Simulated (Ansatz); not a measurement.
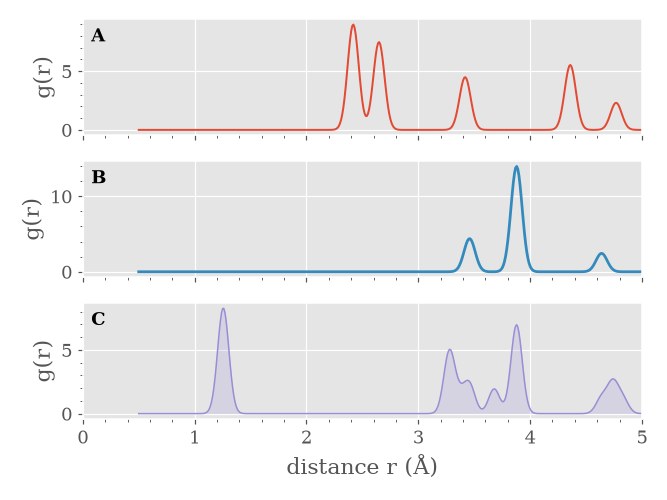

Calculated partial radial distribution functions of CdC₂, each distance broadened by a Gaussian of σ = 0.05 Å. Structure used: the geometry relaxed (final pressure about 2 GPa) with DFT PBE, scalar-relativistic, plane waves, PAW (Ansatz); the starting structure was generated, so it need not be a known form of this composition.

```
Cd C
1.0
     3.45516    0.00000    0.00000
     0.00000    4.64122    0.00000
     0.00000    0.00000    5.15787
Cd C
2 4
Direct
  0.00000 0.00000 0.00000
  0.50000 0.50000 0.50000
  0.00000 0.86427 0.50000
  0.00000 0.13573 0.50000
  0.50000 0.36427 0.00000
  0.50000 0.63573 0.00000
```

The panels are unlabelled. Name the pair for each.

Answer. panel A is Cd–C (first distance 2.42 Å); panel B is Cd–Cd (first distance 3.46 Å); panel C is C–C (first distance 1.26 Å).

Tabulate the first and second shells, merging distances less than 0.12 Å apart and averaging over sites.

Answer.
| pair | first shell (Å) | neighbours in it | second shell (Å) | neighbours in the second |
| --- | --- | --- | --- | --- |
| Cd–C | 2.42 | 4 C per Cd | 2.65 | 4 |
| Cd–Cd | 3.46 | 2 Cd per Cd | 3.88 | 8 |
| C–C | 1.26 | 1 C per C | 3.28–3.46 | 7 |
